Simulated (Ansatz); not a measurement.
## Run report: C$_{2}$H$_{10}$O$_{3}$Si$_{2}$, geometry relaxation (part 1 of 2)

C$_{2}$H$_{10}$O$_{3}$Si$_{2}$, computed with RKS PBE/6-31G* (Ansatz 0.2.0).

It belongs to a series of runs on one base structure; here: start relaxed. Figures and captions count atoms from 1; the log counts them from 0 in places.

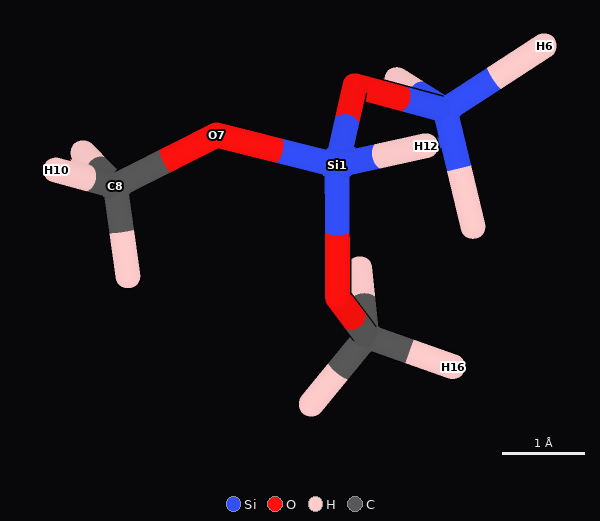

**Figure 1.** The structure as given in the input (stick view, seen at a tilt; atoms are numbered from 1 in the order of the input). Bond lengths as drawn: C–H 1.11 Å, C–O 1.42 Å, H–Si 1.46 Å and O–Si 1.68 Å.

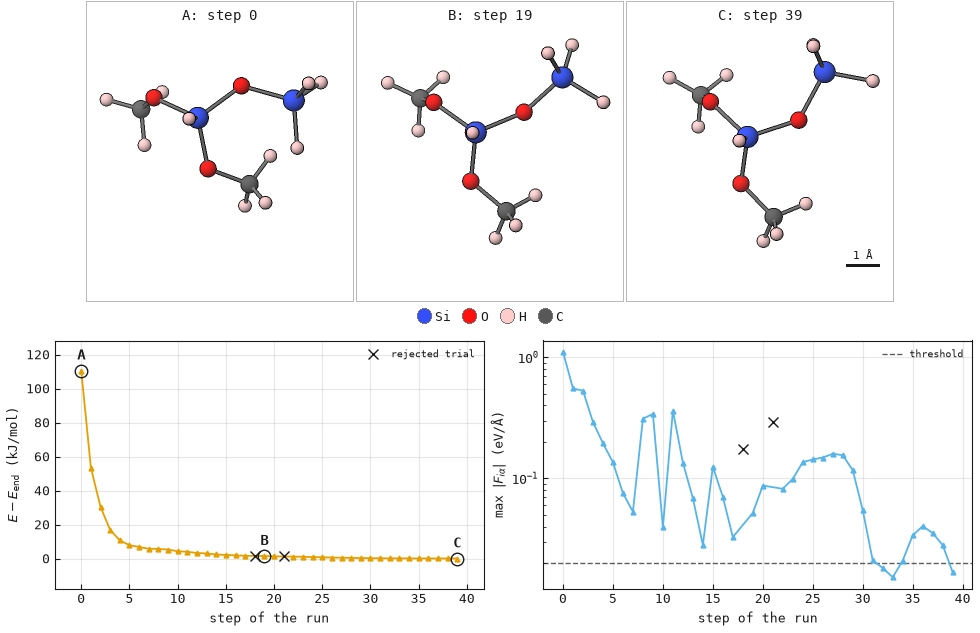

**Figure 2.** Frames of the relaxation (ball-and-stick view, seen at a tilt) above the curves, on which the letters mark them (the first geometry is step 0 here and step 1 in the log).

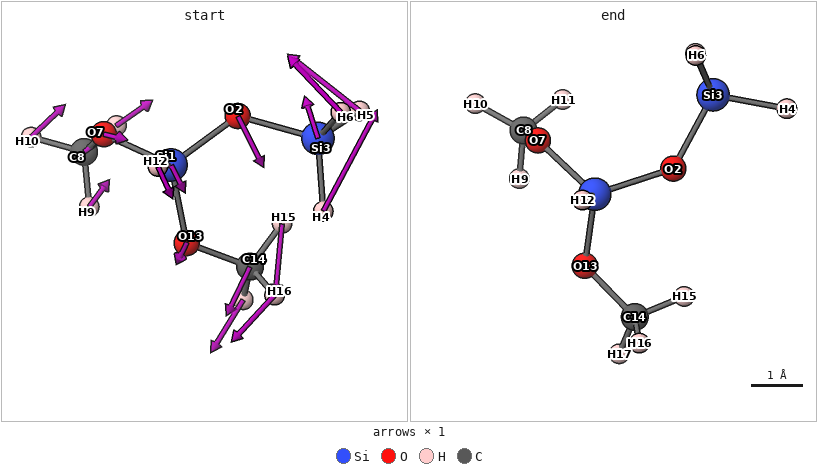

**Figure 3.** Before (left) and after (right) the relaxation, at one scale (ball-and-stick view, seen at a tilt). The pink arrows give the displacements, at true length. H4 moves most after the best rigid fit: 2.33 Å. Largest moves by element: H 2.33 Å, O 1.18 Å, C 1.12 Å, Si 0.93 Å. Among the contacts that change: Si3–H4 1.460 → 1.498 Å, Si1–H12 1.459 → 1.489 Å, Si1–O7 1.680 → 1.654 Å, Si1–O13 1.679 → 1.660 Å. Among the angles that change: Si1–O2–Si3 125.0° → 135.4°, O7–Si1–H12 109.5° → 105.2°, H12–Si1–O13 109.5° → 113.5°. After 39 geometry steps the energy has fallen by 110.6 kJ/mol. The largest force component goes from 1.1 to 0.017 eV/Å. The line search rejected the trial steps at points 18, 21 (counted from 0) and went back. (Atoms are counted from 1 in the order of the input.)

The input that produced these results follows, with the program's output.

**The input**
```yaml
crystal:
  periodic: [false, false, false]
  atoms:
    - { symbol: Si, position_ang: [0.0, 0.0, 0.0] }
    - { symbol: O, position_ang: [0.0, 0.0, 1.68] }
    - { symbol: Si, position_ang: [-1.3147, -0.4067, 2.6436] }
    - { symbol: H, position_ang: [-2.239, -1.2403, 1.8804] }
    - { symbol: H, position_ang: [-0.8506, -1.1432, 3.8157] }
    - { symbol: H, position_ang: [-1.9987, 0.8095, 3.0733] }
    - { symbol: O, position_ang: [1.5842, 0.0, -0.5594] }
    - { symbol: C, position_ang: [2.3503, -1.1632, -0.836] }
    - { symbol: H, position_ang: [1.7187, -1.9052, -1.3675] }
    - { symbol: H, position_ang: [3.2179, -0.8926, -1.4733] }
    - { symbol: H, position_ang: [2.7141, -1.6023, 0.1163] }
    - { symbol: H, position_ang: [-0.6877, 1.1914, -0.4862] }
    - { symbol: O, position_ang: [-0.7913, -1.3709, -0.5594] }
    - { symbol: C, position_ang: [-1.5365, -2.2685, 0.2501] }
    - { symbol: H, position_ang: [-1.2251, -2.1576, 1.3097] }
    - { symbol: H, position_ang: [-2.6187, -2.04, 0.1571] }
    - { symbol: H, position_ang: [-1.349, -3.3106, -0.083] }
basis:
  gaussian: { orbitals: "6-31G*" }
hamiltonian:
  xc: pbe
relax:
  f_tol: 0.02
  max_steps: 40
```

Run as:
```bash
ansatz run input.yaml --threads 4 --pin off --max-ram 5120MiB --backend cpu --events-out ev --progress --plain --runs-dir out
```

**Log**
```
The last accepted step is kept in [file] (removed where the run ends without a failure and the disk answers)
Engine: ansatz 0.2.0, x86_64-unknown-linux-gnu
Functional definition: PBE
  parameter kappa = 0.804
  parameter beta = 0.06672455060314922
  exchange = pbe_x(kappa = kappa, mu = beta*pi^2/3)
  correlation = pbe_c(beta = beta)
1599 factors; their error is unknown
mean field evaluation 1: about -24103.1960 eV, gradient 8.5e1 eV
mean field evaluation 2: about -24055.5172 eV, gradient 1.8e2 eV
mean field evaluation 4: about -24116.6294 eV, gradient 1.3e1 eV
mean field evaluation 8: about -24116.9775 eV, gradient 1.9e-1 eV
mean field evaluation 16: about -24116.8572 eV, gradient 1.9e-3 eV
mean field -24116.85720456 eV, -886.2781552747 hartree, gradient 2.4e-5 eV, S^2 0.000000; 0 other end points of the search recorded, 0 dependent functions left out
the calculation of the forces begins
reference -24116.85724590 eV, -886.2781567938 hartree; 37, 37 occupied and 96, 96 virtual orbitals, 1599 factors
relax step   1: F+E_penalty+E_count = -24116.85720456 eV  Δ(F+E_penalty+E_count) = +0.000e0 eV  max|allowed force component| = 1.111e0 eV/Å  Δτ_max = 0.0000 Å  (30 SCF iters, accepted)
these checks for a lower state are left out or cut short: starts, cluster_reference, orbital_swaps, neighbouring_geometries, increment
1599 factors; their error is unknown
mean field -24117.44894664 eV, -886.2999013949 hartree, gradient 1.2e-5 eV, S^2 0.000000; 0 other end points of the search recorded, 0 dependent functions left out
[... from here on the field's lines of each further geometry are left out, up to the last ...]
relax step   2: F+E_penalty+E_count = -24117.44894664 eV  Δ(F+E_penalty+E_count) = -5.917e-1 eV  max|allowed force component| = 5.532e-1 eV/Å  Δτ_max = 0.1958 Å  (30 SCF iters, accepted)
relax step   3: F+E_penalty+E_count = -24117.68844639 eV  Δ(F+E_penalty+E_count) = -2.395e-1 eV  max|allowed force component| = 5.296e-1 eV/Å  Δτ_max = 0.1708 Å  (30 SCF iters, accepted)
relax step   4: F+E_penalty+E_count = -24117.82938823 eV  Δ(F+E_penalty+E_count) = -1.409e-1 eV  max|allowed force component| = 2.918e-1 eV/Å  Δτ_max = 0.2000 Å  (30 SCF iters, accepted)
relax step   5: F+E_penalty+E_count = -24117.89209220 eV  Δ(F+E_penalty+E_count) = -6.270e-2 eV  max|allowed force component| = 1.951e-1 eV/Å  Δτ_max = 0.1997 Å  (29 SCF iters, accepted)
relax step   6: F+E_penalty+E_count = -24117.92215309 eV  Δ(F+E_penalty+E_count) = -3.006e-2 eV  max|allowed force component| = 1.356e-1 eV/Å  Δτ_max = 0.1999 Å  (29 SCF iters, accepted)
relax step   7: F+E_penalty+E_count = -24117.93249716 eV  Δ(F+E_penalty+E_count) = -1.034e-2 eV  max|allowed force component| = 7.547e-2 eV/Å  Δτ_max = 0.2000 Å  (29 SCF iters, accepted)
relax step   8: F+E_penalty+E_count = -24117.94363274 eV  Δ(F+E_penalty+E_count) = -1.114e-2 eV  max|allowed force component| = 5.305e-2 eV/Å  Δτ_max = 0.1134 Å  (29 SCF iters, accepted)
relax step   9: F+E_penalty+E_count = -24117.94453476 eV  Δ(F+E_penalty+E_count) = -9.020e-4 eV  max|allowed force component| = 3.112e-1 eV/Å  Δτ_max = 0.1955 Å  (29 SCF iters, accepted)
relax step  10: F+E_penalty+E_count = -24117.94853393 eV  Δ(F+E_penalty+E_count) = -3.999e-3 eV  max|allowed force component| = 3.403e-1 eV/Å  Δτ_max = 0.0374 Å  (30 SCF iters, accepted)
relax step  11: F+E_penalty+E_count = -24117.95891624 eV  Δ(F+E_penalty+E_count) = -1.038e-2 eV  max|allowed force component| = 3.945e-2 eV/Å  Δτ_max = 0.0809 Å  (29 SCF iters, accepted)
relax step  12: F+E_penalty+E_count = -24117.96180231 eV  Δ(F+E_penalty+E_count) = -2.886e-3 eV  max|allowed force component| = 3.628e-1 eV/Å  Δτ_max = 0.1866 Å  (29 SCF iters, accepted)
relax step  13: F+E_penalty+E_count = -24117.96960196 eV  Δ(F+E_penalty+E_count) = -7.800e-3 eV  max|allowed force component| = 1.347e-1 eV/Å  Δτ_max = 0.0204 Å  (31 SCF iters, accepted)
relax step  14: F+E_penalty+E_count = -24117.97205278 eV  Δ(F+E_penalty+E_count) = -2.451e-3 eV  max|allowed force component| = 6.860e-2 eV/Å  Δτ_max = 0.1541 Å  (29 SCF iters, accepted)
relax step  15: F+E_penalty+E_count = -24117.97834969 eV  Δ(F+E_penalty+E_count) = -6.297e-3 eV  max|allowed force component| = 2.821e-2 eV/Å  Δτ_max = 0.0811 Å  (29 SCF iters, accepted)
relax step  16: F+E_penalty+E_count = -24117.98140572 eV  Δ(F+E_penalty+E_count) = -3.056e-3 eV  max|allowed force component| = 1.245e-1 eV/Å  Δτ_max = 0.1571 Å  (28 SCF iters, accepted)
relax step  17: F+E_penalty+E_count = -24117.98357007 eV  Δ(F+E_penalty+E_count) = -2.164e-3 eV  max|allowed force component| = 7.030e-2 eV/Å  Δτ_max = 0.0229 Å  (30 SCF iters, accepted)
relax step  18: F+E_penalty+E_count = -24117.98658259 eV  Δ(F+E_penalty+E_count) = -3.013e-3 eV  max|allowed force component| = 3.272e-2 eV/Å  Δτ_max = 0.0765 Å  (29 SCF iters, accepted)
relax step  19: F+E_penalty+E_count = -24117.98512341 eV  Δ(F+E_penalty+E_count) = +1.459e-3 eV  max|allowed force component| = 1.744e-1 eV/Å  Δτ_max = 0.1132 Å  (30 SCF iters, rejected (line search))
relax step  20: F+E_penalty+E_count = -24117.98800350 eV  Δ(F+E_penalty+E_count) = -1.421e-3 eV  max|allowed force component| = 5.184e-2 eV/Å  Δτ_max = 0.0548 Å  (28 SCF iters, accepted)
relax step  21: F+E_penalty+E_count = -24117.98986411 eV  Δ(F+E_penalty+E_count) = -1.861e-3 eV  max|allowed force component| = 8.723e-2 eV/Å  Δτ_max = 0.0977 Å  (29 SCF iters, accepted)
relax step  22: F+E_penalty+E_count = -24117.98855430 eV  Δ(F+E_penalty+E_count) = +1.310e-3 eV  max|allowed force component| = 2.928e-1 eV/Å  Δτ_max = 0.1487 Å  (29 SCF iters, rejected (line search))
relax step  23: F+E_penalty+E_count = -24117.99153616 eV  Δ(F+E_penalty+E_count) = -1.672e-3 eV  max|allowed force component| = 8.196e-2 eV/Å  Δτ_max = 0.0719 Å  (29 SCF iters, accepted)
relax step  24: F+E_penalty+E_count = -24117.99276781 eV  Δ(F+E_penalty+E_count) = -1.232e-3 eV  max|allowed force component| = 9.906e-2 eV/Å  Δτ_max = 0.0722 Å  (29 SCF iters, accepted)
relax step  25: F+E_penalty+E_count = -24117.99420872 eV  Δ(F+E_penalty+E_count) = -1.441e-3 eV  max|allowed force component| = 1.361e-1 eV/Å  Δτ_max = 0.1096 Å  (29 SCF iters, accepted)
relax step  26: F+E_penalty+E_count = -24117.99546484 eV  Δ(F+E_penalty+E_count) = -1.256e-3 eV  max|allowed force component| = 1.433e-1 eV/Å  Δτ_max = 0.0742 Å  (29 SCF iters, accepted)
relax step  27: F+E_penalty+E_count = -24117.99704307 eV  Δ(F+E_penalty+E_count) = -1.578e-3 eV  max|allowed force component| = 1.485e-1 eV/Å  Δτ_max = 0.0870 Å  (29 SCF iters, accepted)
relax step  28: F+E_penalty+E_count = -24117.99834762 eV  Δ(F+E_penalty+E_count) = -1.305e-3 eV  max|allowed force component| = 1.597e-1 eV/Å  Δτ_max = 0.1076 Å  (29 SCF iters, accepted)
relax step  29: F+E_penalty+E_count = -24117.99913532 eV  Δ(F+E_penalty+E_count) = -7.877e-4 eV  max|allowed force component| = 1.553e-1 eV/Å  Δτ_max = 0.0761 Å  (29 SCF iters, accepted)
relax step  30: F+E_penalty+E_count = -24118.00019309 eV  Δ(F+E_penalty+E_count) = -1.058e-3 eV  max|allowed force component| = 1.168e-1 eV/Å  Δτ_max = 0.0286 Å  (30 SCF iters, accepted)
relax step  31: F+E_penalty+E_count = -24118.00115349 eV  Δ(F+E_penalty+E_count) = -9.604e-4 eV  max|allowed force component| = 5.467e-2 eV/Å  Δτ_max = 0.0488 Å  (30 SCF iters, accepted)
relax step  32: F+E_penalty+E_count = -24118.00163789 eV  Δ(F+E_penalty+E_count) = -4.844e-4 eV  max|allowed force component| = 2.100e-2 eV/Å  Δτ_max = 0.0500 Å  (29 SCF iters, accepted)
relax step  33: F+E_penalty+E_count = -24118.00195420 eV  Δ(F+E_penalty+E_count) = -3.163e-4 eV  max|allowed force component| = 1.819e-2 eV/Å  Δτ_max = 0.0598 Å  (29 SCF iters, accepted)
relax step  34: F+E_penalty+E_count = -24118.00213410 eV  Δ(F+E_penalty+E_count) = -1.799e-4 eV  max|allowed force component| = 1.522e-2 eV/Å  Δτ_max = 0.0403 Å  (29 SCF iters, accepted)
relax step  35: F+E_penalty+E_count = -24118.00233717 eV  Δ(F+E_penalty+E_count) = -2.031e-4 eV  max|allowed force component| = 2.093e-2 eV/Å  Δτ_max = 0.0439 Å  (29 SCF iters, accepted)
relax step  36: F+E_penalty+E_count = -24118.00252200 eV  Δ(F+E_penalty+E_count) = -1.848e-4 eV  max|allowed force component| = 3.380e-2 eV/Å  Δτ_max = 0.0384 Å  (29 SCF iters, accepted)
relax step  37: F+E_penalty+E_count = -24118.00269356 eV  Δ(F+E_penalty+E_count) = -1.716e-4 eV  max|allowed force component| = 4.030e-2 eV/Å  Δτ_max = 0.0450 Å  (29 SCF iters, accepted)
relax step  38: F+E_penalty+E_count = -24118.00281649 eV  Δ(F+E_penalty+E_count) = -1.229e-4 eV  max|allowed force component| = 3.533e-2 eV/Å  Δτ_max = 0.0297 Å  (30 SCF iters, accepted)
```
